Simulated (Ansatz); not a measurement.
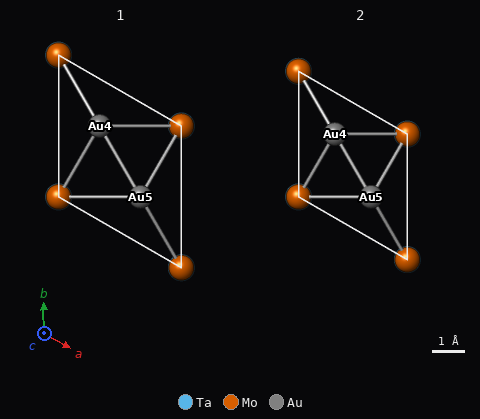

Two geometries of a crystal of TaMo2Au2 (a generated structure, set up in P6/mmm) (coarse preliminary run), drawn at one scale. One is the start of a relaxation, the other its converged end. The picture is a ball-and-stick view of the cell of the calculation, seen along the c axis.

Theory: Ansatz, DFT PBE, scalar-relativistic, plane waves, PAW. Set-up: plane-wave cutoff 420 eV; k-point mesh 6 × 6 × 4; occupations gaussian; smearing width 0.1 eV; no spin polarisation; cell and atoms relaxed; force threshold 0.04 eV/Å; at most 70 steps.

### Which geometry has the lower energy?

Structure 1 is the relaxed one. The energy falls by 917 meV per atom in 6 accepted moves (8 points after the start). Largest force component: 6.4 eV/Å at the start, 0.0094 eV/Å at the end. The pressure goes from 56.69 to 0.08 GPa. At 2 points the geometry stayed and the basis and grid were re-selected for the new cell (energy shift of 5.7 meV per atom at most each time). The largest moves relative to the cell, 0.036 Å, are those of Mo atoms. Au and Ta stay in place. Cell: a = b 3.990 → 4.504 Å (+12.9 %), c 7.031 → 7.204 Å (+2.5 %). Volume +30.6 %. Some distances before and after: Au–Au 2.304 → 2.601 Å, Au–Mo 2.580 → 2.876 Å, Mo–Mo 2.325 → 2.454 Å, Mo–Ta 2.353 → 2.375 Å. The space group stays P6/mmm (No. 191). The run took 120 s on 1 thread of Arm Neoverse N1, with other jobs on the host, peak memory 0.45 GiB.
